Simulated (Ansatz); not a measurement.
**H8OSi3: density, localisation and related maps**

```xyz
12

Si   -1.2556   -0.5378   -0.1070
Si    0.6054   -1.8468    0.4699
H    -1.8812   -1.0710   -1.3473
O    -0.8424    1.0295   -0.3597
Si    0.3777    2.1166   -0.3579
H    -2.2689   -0.5956    0.9813
H     1.6272   -1.8297   -0.6118
H     1.2355   -1.3551    1.7252
H     0.1570   -3.2511    0.6801
H     1.6566    1.4397   -0.0080
H     0.4956    2.7249   -1.7063
H     0.0932    3.1763    0.6415
```

The product side of a reaction path; geometry: PBE0-D4/def2-TZVP.

Computed with RKS PBE0-D4/def2-TZVPP in Ansatz.

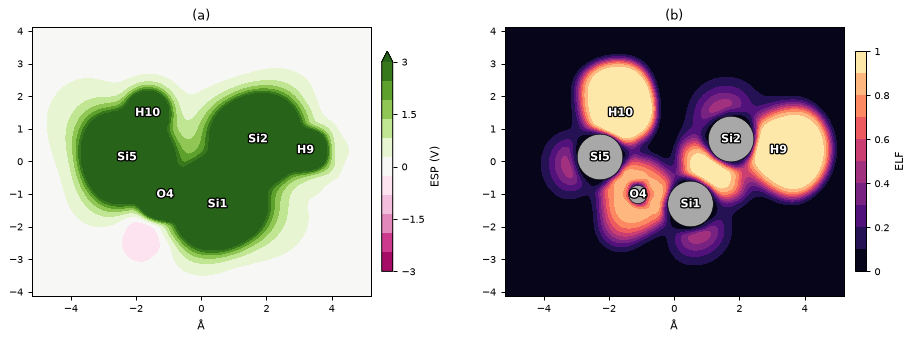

Figure 1. (a) molecular electrostatic potential; (b) ELF on the plane of atoms Si1, Si2 and H9. Grey discs cover the atomic cores in the ELF map.

**Describe what can be read from this map.**

The section cuts through Si, O and H sites.
Si–O (1.63 Å): the ELF peaks at about 0.85 between the atoms; a shared but strongly polarised pair.
Si–Si (2.35 Å): the ELF peaks at about 1 between the atoms, as expected for localised, covalent bonding.
Si–H (1.49 Å): the ELF climbs to about 1 towards the hydrogen, as it does in any bond to H.
The ELF also peaks beside O4, away from the bonds: lone-pair regions.
Outside the dense part of the molecule the potential is most negative (−0.8 V) near O4.

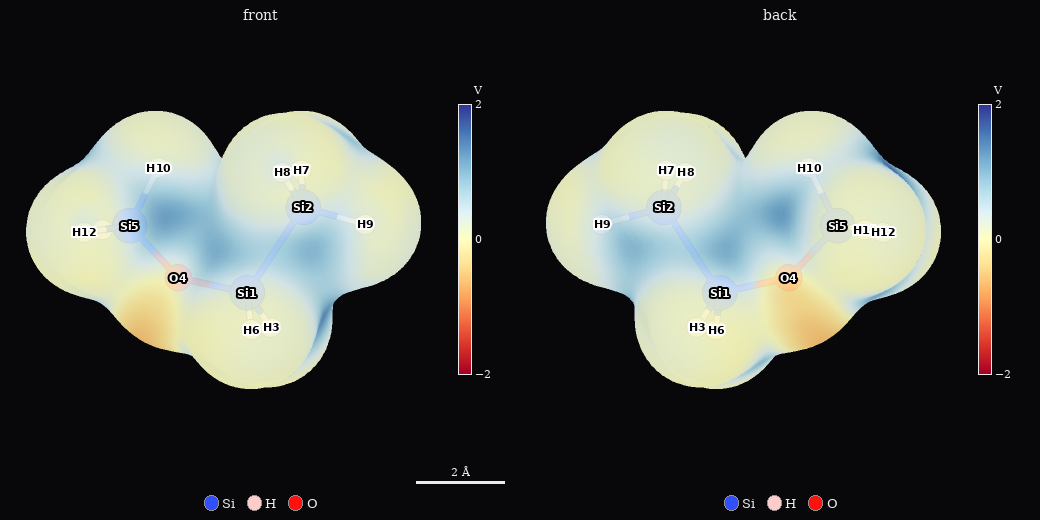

Figure 2. The molecular electrostatic potential painted on the density surface at 0.002 e/bohr³, seen from the front and from behind; the colour scale runs from red (negative) to blue (positive).

**Which sites attract a positive test charge, and which a negative one?**

A positive charge is drawn to the negative regions and a negative charge to the positive ones. The most negative region (about −0.6 V, or −14 kcal/mol for a unit charge) lies over O4, the most positive (about +1.5 V, or +35 kcal/mol for a unit charge) over Si1 and Si5.

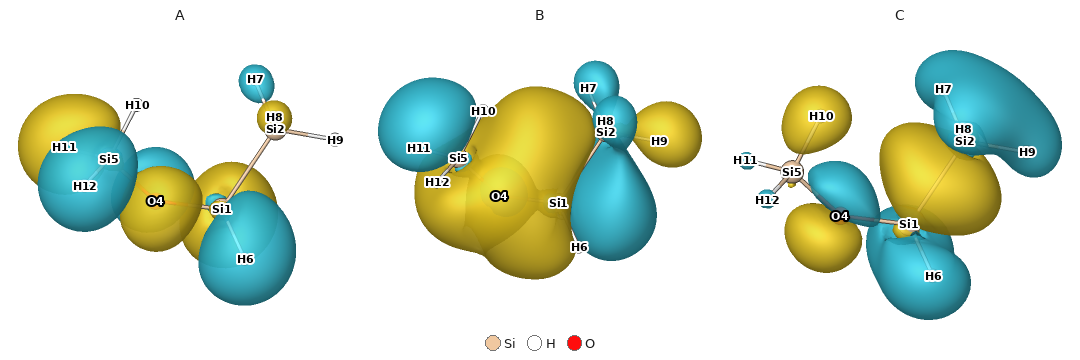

Figure 3. Three frontier orbitals at ±0.06 Å⁻³ᐟ² (yellow and cyan are the two phases), in no order.

**Order the three orbitals by energy and name them.**

A is the HOMO−1 (−8.70 eV). By Hirshfeld shares it lies mainly on O4 (about 30 %), Si1 (about 15 %), Si5 (about 15 %), H3 (about 10 %), H6 (about 10 %), H11 (about 10 %) and H12 (about 10 %). C is the HOMO (−7.99 eV). Its weight (Hirshfeld) is mainly on Si2 (about 35 %), Si1 (about 30 %) and O4 (about 15 %). B is the LUMO (−0.62 eV). Its weight (Hirshfeld) is mainly on Si1 (about 30 %), Si5 (about 20 %), Si2 (about 15 %) and O4 (about 10 %).

**What is the HOMO–LUMO gap?**

7.37 eV between the orbital energies.
